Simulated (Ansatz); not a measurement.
## Electronic structure of H4In2NO (SMILES [NH2]1->[In][OH]->[InH]1) (doublet) in real space

Input

```
crystal:
  periodic: [false, false, false]
  atoms:
    - {symbol: In, position_ang: [-2.227388, -0.425577, -1.720730]}
    - {symbol: In, position_ang: [-2.454429, 2.826608, -0.362575]}
    - {symbol: "N", position_ang: [-1.181154, 0.843095, -0.218293]}
    - {symbol: O, position_ang: [-3.496129, 1.341621, -1.636510]}
    - {symbol: H, position_ang: [-1.220780, 0.444608, 0.722823]}
    - {symbol: H, position_ang: [-0.182833, 0.959233, -0.410846]}
    - {symbol: H, position_ang: [-1.326754, -0.360418, -3.252430]}
    - {symbol: H, position_ang: [-4.286647, 1.479296, -2.168678]}
basis:
  gaussian:
    orbitals: def2-TZVPD
magnetization:
  spin_polarized: true
  initial_magnetization: 1
hamiltonian:
  xc: {name: PBE0}
output: {forces: true, orbitals: {seedname: orbitals}}
```

Run with:

```sh
ansatz run input.yaml --threads 2 --pin off --max-ram 4350MiB --events-out events.jsonl --progress --plain --runs-dir runs
```

Geometry: PBE0-D3(BJ)/def2-SVP; core potentials replace the inner electrons of In.

These are results of isolated molecule in a Gaussian basis; Kohn-Sham density functional theory, functional PBE0 in Ansatz 0.2.0, not measurements.

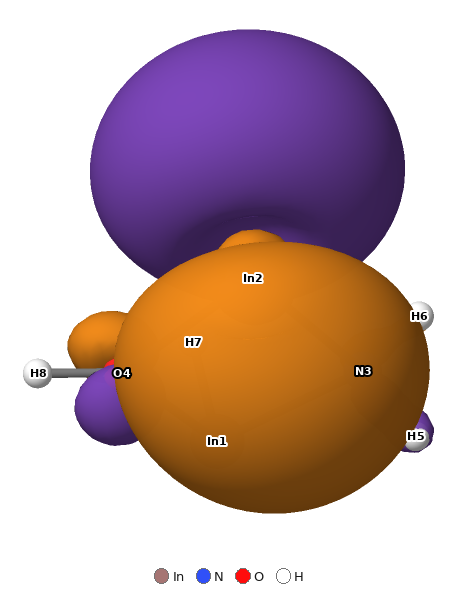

Figure 1. One frontier orbital at ±0.08 Å⁻³ᐟ² (orange and purple are the two phases), seen from one side.

**Which orbital is it: HOMO (α) or LUMO (α)?**

The LUMO (α), at −1.23 eV. Its weight (Hirshfeld) is mainly on In2 (about 90 %).

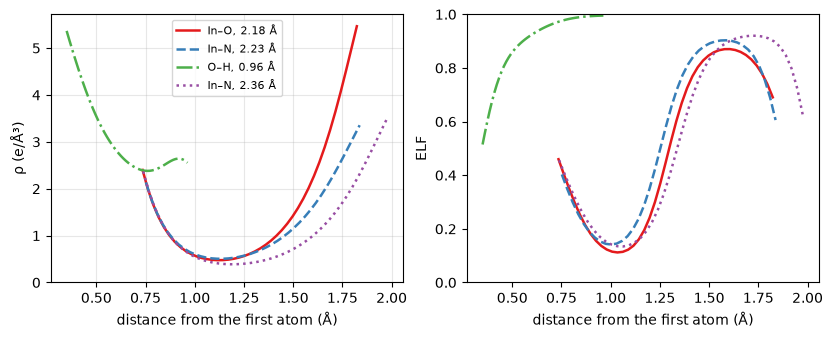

Figure 2. Electron density and electron localisation function along straight lines between neighbouring atoms. The curves leave out the atomic cores.

**Compare the contacts.**

In–O (2.18 Å): the density is about 0.48 e/Å³ at the midpoint; the ELF peaks at about 0.85 in the valence shell of O, 0.6 Å from its nucleus, and drops to about 0.10 between the two atoms.
In–N (2.23 Å): ρ is about 0.51 e/Å³ halfway; the ELF peaks at about 0.90 in the valence shell of N, 0.6 Å from its nucleus, and drops to about 0.15 between the two atoms.
O–H (0.96 Å): the density is about 3.7 e/Å³ at the midpoint; the ELF climbs to about 1 towards the hydrogen, as it does in any bond to H: an ordinary covalent bond to hydrogen.
In–N (2.36 Å): ρ is about 0.39 e/Å³ halfway; the ELF peaks at about 0.90 in the valence shell of N, 0.6 Å from its nucleus, and drops to about 0.15 between the two atoms.
